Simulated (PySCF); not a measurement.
# C2H11AlO2Si: the cost of one run

Programs: PySCF 2.14.0, with density-fitted response routines of our own. Each step states its level of theory. These are calculated values for one molecule in the gas phase, unless marked as measured. Atoms are numbered from 0 throughout.

**1. Starting geometry**

17 atoms, charge 0, multiplicity 1; geometry from: GFN2-xTB.

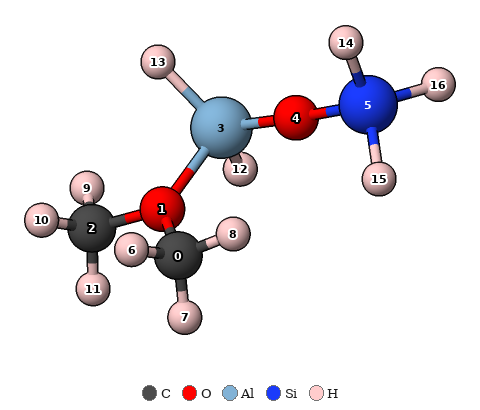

The starting geometry (carbon dark grey, oxygen red, aluminium light blue, silicon blue, hydrogen pink), atoms numbered.

**2. Optimising the geometry at PBE0-D3(BJ)/def2-SVP**

The job: settings as JSON, then the geometry in Å.

```
{"job": {"xc": "PBE0", "basis": "def2-SVP", "d3": "d3bj", "grid": 1, "kind": "geom"}, "charge": 0, "multiplicity": 1}
C     -1.118420    -1.211040     0.139080
O     -1.033710     0.196770     0.190510
C     -2.281840     0.845450     0.257670
Al     0.468360     1.364560     0.123450
O      1.738050     0.244070     0.160320
Si     2.994400    -0.775530     0.213010
H     -1.625950    -1.599220     1.027010
H     -1.651490    -1.534570    -0.759980
H     -0.095560    -1.580030     0.111960
H     -2.066910     1.912430     0.295320
H     -2.824980     0.548460     1.159200
H     -2.885380     0.621230    -0.625960
H      0.172620     2.059760    -1.237180
H      0.208920     2.163860     1.434350
H      3.388990    -0.938310     1.613990
H      2.525050    -2.064930    -0.323350
H      4.073850    -0.228900    -0.605940
```

Started as:

```
$ OMP_NUM_THREADS=1 python probes_run.py task.json out
```

This one command runs all jobs of the session in turn.

**Question.** How long does this first job take on 1 thread of Arm Neoverse V2, shared host, and how much memory does it need?

About 2.9 min, with a peak of 0.63 GiB.
